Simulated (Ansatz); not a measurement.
How far to go with the k-point mesh: the (110) slab of Li (cut from a parent of space group no. 229; 4 atoms in the cell)

```xyz
4
Lattice="3.0315 0.0000 0.0000 -4.0420 2.8581 0.0000 0.0000 0.0000 21.4256" Properties=species:S:1:pos:R:3 pbc="T T T"
Li     0.0000     0.0000     7.0000
Li     1.0105     1.4291     9.4752
Li     0.0000     0.0000    11.9504
Li     1.0105     1.4291    14.4256
```

Method: PBEsol, default PAW files made with PBE (plane waves; Ansatz, a quantum-chemistry and plane-wave program).

Base settings: basis.ecutwfc = 420 eV; kpoints.mp_grid.grid = 17 17 1; hamiltonian.xc = pbesol; hamiltonian.pseudopotentials = {kind: paw} (the program's default PAW files); scf.occupations.method = gaussian; scf.occupations.width = 0.1 eV.

Only quantities that move along the ladder and can be compared are tabulated.

The count of work is k-points × plane waves × bands × iterations; it is no time. 

The starting cell has typed, rounded lattice constants, without a prior relaxation at this level. The slab is cut from that crystal, and its faces are unrelaxed. Its lattice was rescaled by up to half a per cent.

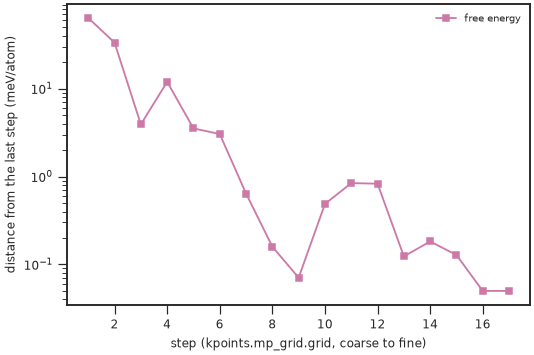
Distance from the last step along the ladder; very small values are drawn at a floor.

```tsv
kpoints.mp_grid.grid	free energy less the last step's (meV/atom)	largest difference of a force vector from the last step's (eV/Å)	count of work / last
3 3 1	-63.65	0.109	0.0089
4 4 1	33.35	0.090	0.014
5 5 1	-3.91	0.036	0.017
6 6 1	11.94	0.046	0.022
7 7 1	-3.53	0.032	0.027
8 8 1	3.04	0.006	0.035
10 10 1	0.64	0.010	0.052
11 11 1	-0.16	0.006	0.060
13 13 1	-0.07	0.014	0.082
16 16 1	-0.49	0.005	0.12
17 17 1	0.84	0.004	0.13
18 18 1	-0.83	0.003	0.15
22 22 1	-0.12	0.003	0.22
25 25 1	0.18	0.002	0.28
30 30 1	-0.13	0.002	0.40
35 35 1	0.03	0.001	0.54
41 41 1	-0.03	0.000	0.73
48 48 1	0.00	0.000	1.0
```

Coarsest kpoints.mp_grid.grid that holds the free energy within 2 meV/atom of the last step, with all finer ones: 10 10 1, at 0.052 of the last step's count of work; the step before is off by 3.0 meV/atom.

Coarsest kpoints.mp_grid.grid that holds the forces within 0.02 eV/Å of the last step, with all finer ones: 8 8 1, at 0.035 of the last step's count of work; the step before is off by 0.032 eV/Å.

Keys are those of Ansatz 0.2.
